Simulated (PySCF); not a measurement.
# C3H7BrSi2: what the fields show

Input file:

```
{"job": {"kind": "uv", "xc": "CAM-B3LYP", "basis": "def2-SVPD", "nstates": 8, "ntriplets": 3}, "charge": 0, "multiplicity": 1}
C     -2.372573     1.201618     0.262390
C     -1.766781     0.178252     0.402964
C     -0.995102    -1.032245     0.529873
Si     0.499489    -1.006660    -0.667153
Si     1.731922     0.911909    -0.276071
Br     3.302223     0.486520     1.259845
H     -2.934104     2.082218     0.168390
H     -1.636715    -1.888357     0.311381
H     -0.657247    -1.133840     1.564558
H      0.000522    -1.007266    -2.047557
H      1.260305    -2.242567    -0.442362
H      2.532915     1.401219    -1.395730
H      1.030759     2.049685     0.311745
```

Command:

```sh
OMP_NUM_THREADS=1 python probes_run.py task.json out
```

Geometry: GFN2-xTB.

Level of theory: CAM-B3LYP/def2-SVPD, SCF density, gas phase (PySCF).

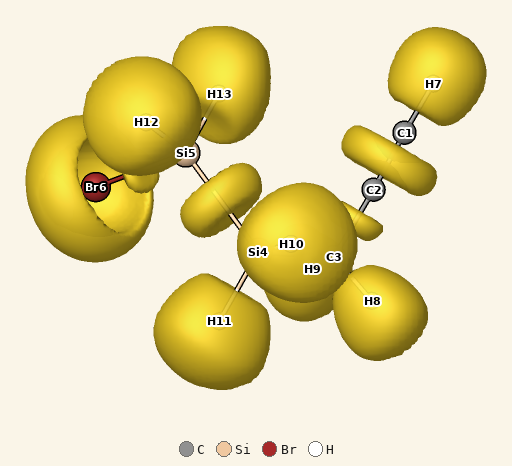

Figure 1. Isosurface of the ELF at 0.8 (yellow), seen at a tilt. Core shells and regions of very low density are left out.

Q: Where are the electrons localised?

A: The surface consists of one region between bonded Br–Si atoms (shared pairs), two regions between bonded C–C atoms (shared pairs), one region between bonded C–Si atoms (shared pairs), one region between bonded Si–Si atoms (shared pairs), seven regions around hydrogen nuclei and one ring or bowl of non-bonding electrons around Br. Profiles from the grid: C–C (1.20 Å): the ELF peaks at about 0.85 between the atoms; a short, multiple covalent bond. C–Si (1.92 Å): the ELF peaks at about 0.95 between the atoms, as expected for a covalent bond.

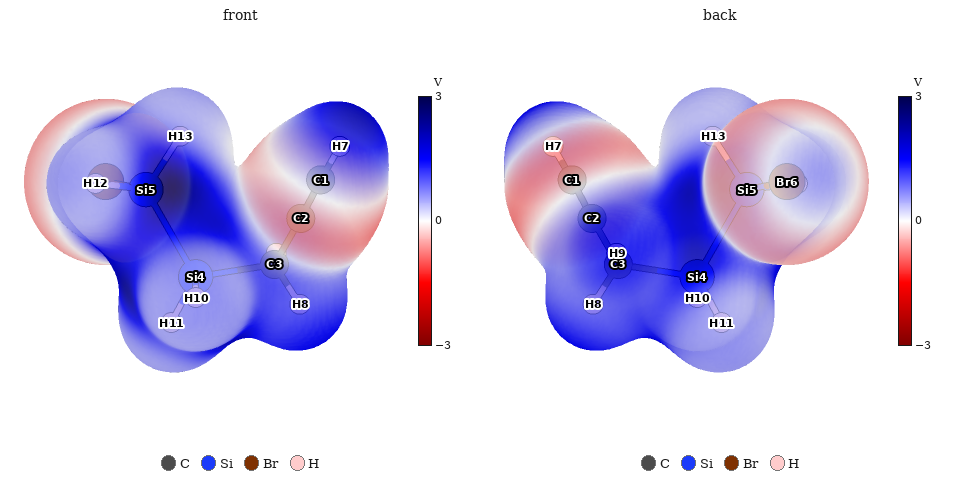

Figure 2. The electrostatic potential painted on the density surface at 0.004 e/bohr³, seen from the front and from behind; red is negative and blue positive.

Q: Where is the surface potential most negative and most positive?

A: The most negative region (about −0.7 V, or −16 kcal/mol for a unit charge) lies over C1 and C2, the most positive (about +2.6 V, or +60 kcal/mol for a unit charge) over Si5. Br6 shows a σ-hole: about +0.5 V, or +12 kcal/mol for a unit charge at the tip opposite its bond, against about −0.5 V, or −12 kcal/mol for a unit charge on its flanks.
